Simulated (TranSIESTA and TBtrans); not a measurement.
Junction: Si chain with one S atom inserted. Leads: straight Si chain, spacing 2.137 Å. Geometry: 3 atoms about the centre moved by SIESTA (PBE, DZP) to a largest force of 0.01 eV/Å, all others as built, motion along the axis alone.

TranSIESTA and TBtrans, PBE, DZP numerical orbitals (energy shift 0.15 eV), PseudoDojo norm-conserving scalar-relativistic potentials, mesh cutoff 200 Ry, 300 K, no spin polarisation, no spin-orbit coupling; self-consistent non-equilibrium Green functions.

Energies count from the leads' Fermi level. Transmissions are for one spin of a degenerate pair. The energy step is 0.01 eV; narrower resonances are cut or missed.

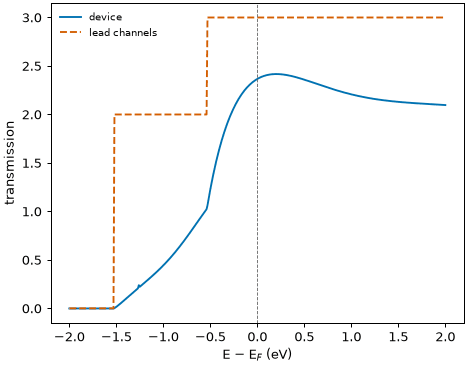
*Transmission against energy*

```csv
E (eV),T,lead channels
-2.00,0,0
-1.80,0,0
-1.60,0,0
-1.40,0.097,2
-1.20,0.26,2
-1.00,0.44,2
-0.80,0.67,2
-0.60,0.94,2
-0.40,1.66,3
-0.20,2.16,3
0.00,2.37,3
0.20,2.42,3
0.40,2.39,3
0.60,2.33,3
0.80,2.26,3
1.00,2.21,3
1.20,2.17,3
1.40,2.14,3
1.60,2.12,3
1.80,2.11,3
2.00,2.10,3
```

The straight chain is held at its spacing; free chains may zigzag or dimerise. No spin-polarised start was tried, so a magnetic state, if there is one, is missed.
